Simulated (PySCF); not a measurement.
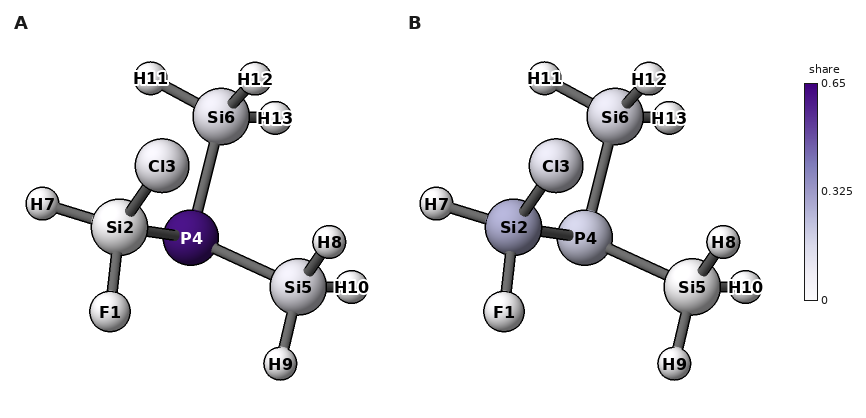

Each panel colours the atoms by their Löwdin share in one orbital (up to four of the largest shares; other atoms are shown as zero). Computed geometry: GFN2-xTB optimisation. No frequency run is at hand to confirm it as a minimum. Computed with B3LYP/def2-SVPD (PySCF 2.14.0).

The panels show the HOMO, LUMO, in some order. Which is which?

A: HOMO, −7.26 eV; P4 0.61, Si5 0.09, Si6 0.09, Cl3 0.07
B: LUMO, −0.92 eV; Si2 0.27, P4 0.19, Si6 0.11, Cl3 0.11

The geometry is semi-empirical. Around P, Si such bond lengths and angles can be off by a tenth of an ångström or more and by several degrees, and values that hang on the shape move with them.
